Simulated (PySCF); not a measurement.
System: CH$_{5}$Cl$_{3}$N$_{2}$Si$_{2}$ (SMILES ClC(Cl)(Cl)[SiH]1N[SiH2]N1).

```yaml
atoms:
  - { symbol: Cl, position_ang: [2.9453, -0.8796, -1.1683] }
  - { symbol: C, position_ang: [2.0137, 0.1462, -0.0601] }
  - { symbol: Cl, position_ang: [2.0801, -0.5574, 1.5558] }
  - { symbol: Cl, position_ang: [2.7726, 1.7485, -0.0177] }
  - { symbol: Si, position_ang: [0.2034, 0.3148, -0.7096] }
  - { symbol: N, position_ang: [-0.8675, 1.0161, 0.4484] }
  - { symbol: Si, position_ang: [-1.9163, -0.3764, 0.6085] }
  - { symbol: N, position_ang: [-0.7402, -1.1091, -0.4615] }
  - { symbol: H, position_ang: [0.2956, 0.8921, -2.0424] }
  - { symbol: H, position_ang: [-0.9332, 1.9464, 0.8139] }
  - { symbol: H, position_ang: [-3.2092, -0.1807, -0.0333] }
  - { symbol: H, position_ang: [-1.9422, -0.9495, 1.9454] }
  - { symbol: H, position_ang: [-0.7063, -2.0108, -0.8969] }
```

Geometry: GFN2-xTB.

Level of theory: CAM-B3LYP/def2-SVPD, SCF density, gas phase in PySCF.

> What will maps of the electron density and electron localisation function show?

C–Cl (1.76 Å): ρ at the midpoint is about 1.4 e/Å³; the ELF peaks at about 0.90 between the atoms, as expected for localised, covalent bonding.
C–Si (1.93 Å): ρ at the midpoint is about 0.93 e/Å³; the ELF peaks at about 1 between the atoms: a shared electron pair.
Si–H (1.45 Å): the density is about 0.82 e/Å³ at the midpoint; the ELF climbs to about 1 towards the hydrogen, as it does in any bond to H.

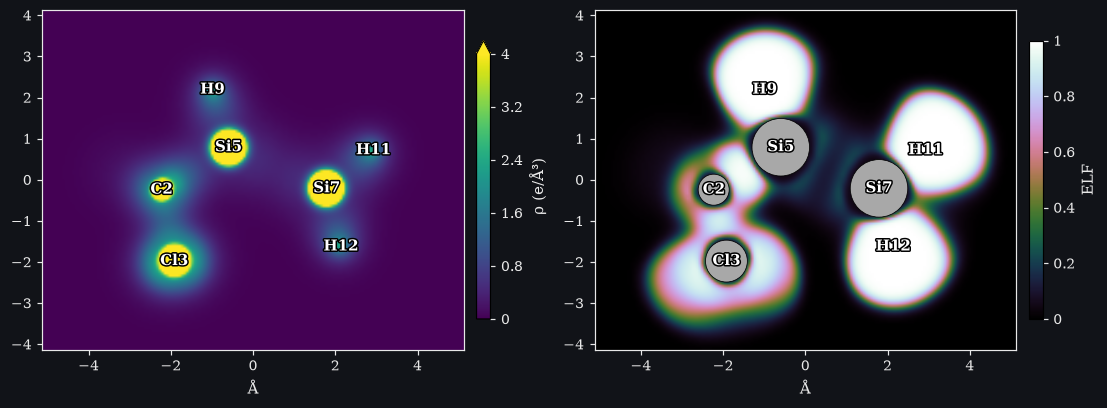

Computed electron density and electron localisation function on the plane of atoms Cl3, C2 and Si5, in this order. Grey discs cover the atomic cores in the ELF map. 
